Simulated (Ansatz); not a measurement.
Fields on a plane of Sn (diamond)

```
CELL_PARAMETERS angstrom
      0.00000     3.28336     3.28336
      3.28336     0.00000     3.28336
      3.28336     3.28336     0.00000
ATOMIC_POSITIONS crystal
  Sn 0.25000 0.25000 0.25000
  Sn 0.00000 0.00000 0.00000
```

The slice is a {100} plane (indices of the conventional cell) through the point (0.000, 0.000, 0.000) (fractional), spanned by u = [100] and v = [0 1 -1] in vectors of this cell: u (4.64 Å) and v (4.64 Å, at 90° to u). It covers one period; positions are fractions (u, v).

Atoms on it: Sn at (0.00, 0.00).

Calculation: r2SCAN (plane waves to 500 eV, PAW, scalar-relativistic; Ansatz, an electronic-structure program). k mesh 12×12×12. These are valence fields of a PAW run, semicore shells included where kept as valence: close to a nucleus they are smooth pseudo fields. Sn was relaxed with its symmetry unable to fall.

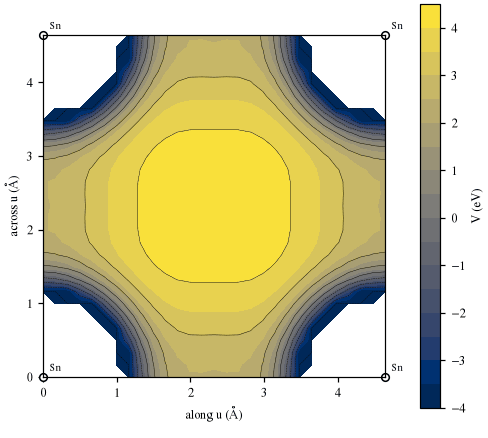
*Electrostatic potential energy of an electron, from the cell's mean, in eV, one period of the plane, atoms marked. Points within 1 Å of a nucleus are left white, as the pseudised field means little there. Values under -4 eV are set to -4. The zero, the cell's mean, hangs on the PAW cores.*

```
|xxx.-++*%@@%#***#%@@%*++-.xx|
|xxx:=++#%@@%#***#%@@%#++=:xx|
|x.:-++*#%@%#*+++*#%@%#*++-:.|
|--=+++*#%%#*+===+*#%%#*+++=-|
|+++++*####*==---==*####*++++|
|+++**###*+=--:::--=+*###**++|
|**#####*+=-:.....:-=+*#####*|
|%%%%%#*+-:.........:-+*#%%%%|
|@@@@%#+=:..       ..:=+#%@@@|
|@@@%#*=-..         ..-=*#%@@|
|%%%#*=-:.           .:-=*#%%|
|###*+=-..           ..-=+*##|
|***+=-:..           ..:-=+**|
|***+=-:..           ..:-=+**|
|***+=-:..           ..:-=+**|
|###*+=-..           ..-=+*##|
|%%%#*=-:.           .:-=*#%%|
|@@@%#*=-..         ..-=*#%@@|
|@@@@%#+=:..       ..:=+#%@@@|
|%%%%%#*+-:.........:-+*#%%%%|
|**#####*+=-:.....:-=+*#####*|
|+++**###*+=--:::--=+*###**++|
|+++++*####*==---==*####*++++|
|--=+++*#%%#*+===+*#%%#*+++=-|
|x.:-++*#%@%#*+++*#%@%#*++-:.|
|xxx:=++#%@@%#***#%@@%#++=:xx|
|xxx.-++*%@@%#***#%@@%*++-.xx|
|xxxx-++*%@@%#***#%@@%*++-xxx|
```
Scale: ten equal steps from 0.01 (start of ' ') to 0.54 (end of '@'), in the order ' .:-=+*#%@'. Values: electron localisation function (ELF). The map has 28 points along u (one character each, u = 0 at the left) and 28 along v (v = 0 in the bottom row). Points within 0.5 Å of a nucleus are blanked (x), as the pseudised field means little there.
